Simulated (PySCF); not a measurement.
System: C2H8F4O4Si3 (SMILES C[Si](C)(O)O[Si](F)(F)O[Si](O)(F)F).

Input

```
{"job": {"xc": "PBE0", "basis": "6-31G*", "kind": "nmr", "pop": true}, "charge": 0, "multiplicity": 1}
C     -3.025179    -0.563591    -0.851053
Si    -1.309938    -0.561430    -0.056527
C     -1.279366    -0.554533     1.841219
O     -0.496843    -1.789029    -0.727085
O     -0.620230     0.882344    -0.541267
Si     0.566263     1.909401    -0.572762
F      0.752710     2.515681    -2.022349
F      0.298637     3.131076     0.402247
O      2.005105     1.302190    -0.171063
Si     2.748532     0.123248     0.573616
O      4.308196     0.421204     0.500799
F      2.223099    -0.081913     2.062747
F      2.367256    -1.290089    -0.074284
H     -2.954260    -0.475970    -1.930602
H     -3.630137     0.261744    -0.490621
H     -3.551613    -1.484673    -0.627949
H     -0.261703    -0.511716     2.219687
H     -1.809007     0.302705     2.245281
H     -1.742527    -1.447767     2.248925
H      0.441125    -1.929329    -0.605438
H      4.960960    -0.142609     0.907192
```

Command:

```sh
OMP_NUM_THREADS=1 python ens_run.py task.json out
```

Geometry: GFN2-xTB.

These are results of PBE0/6-31G*, SCF density, gas phase, non-relativistic in PySCF, not measurements.

Question: Predict the electron density and electron localisation function between the atoms.

Answer: Si–O (1.59 Å): ρ is about 1.3 e/Å³ halfway; the ELF peaks at about 0.85 between the atoms; a polar covalent bond.
Si–F (1.59 Å): ρ is about 1.1 e/Å³ halfway; the ELF peaks at about 0.85 in the valence shell of F, 0.6 Å from its nucleus, and is about 0.50 at the midpoint.
C–Si (1.90 Å): the density is about 0.96 e/Å³ at the midpoint; the ELF peaks at about 0.95 between the atoms, as expected for localised, covalent bonding.
Si–O (1.59 Å): the density is about 1.3 e/Å³ at the midpoint; the ELF peaks at about 0.85 between the atoms; a short, strongly polar bond.

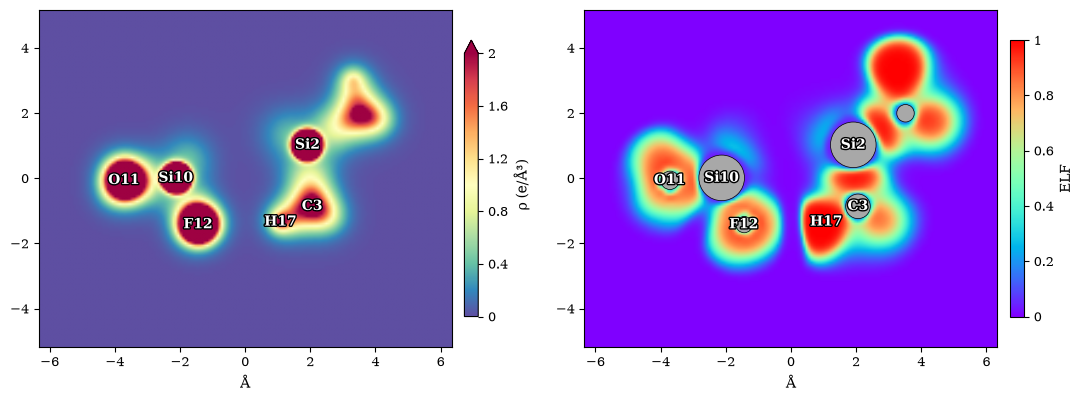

Computed electron density and electron localisation function on the plane of atoms O11, Si10 and F12, in this order. Grey discs cover the atomic cores in the ELF map. 
